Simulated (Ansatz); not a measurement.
Base system: BP in the zinc blende structure (space group F-43m, No. 216; a = 4.491 Å). Axes: x, y, z lie along the cube axes.

Now apply this change: uniaxial strain ε_zz = +0.50 %, all other strain components held at zero, atoms relaxed at fixed cell.

All numbers come from LDA (Ansatz, a program for electronic structure; PAW; 420 eV plane waves; no spin-orbit coupling).

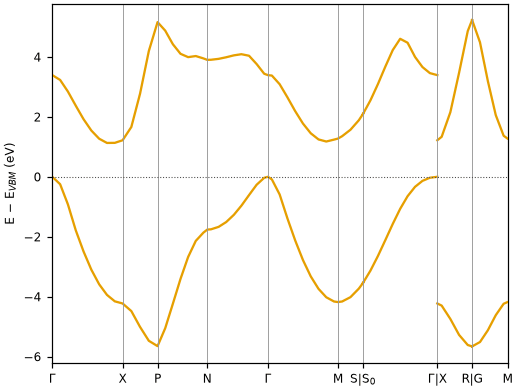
Fig. 1. Highest valence and lowest conduction band along the path of the changed cell's own zone

### Question
Read the changed gap and its character from the plot.

### Answer
About 1.1 eV, indirect, Γ → Γ–X (78 % along).

Stability against distortions was not tested. k-point labels follow each cell's own Brillouin zone.
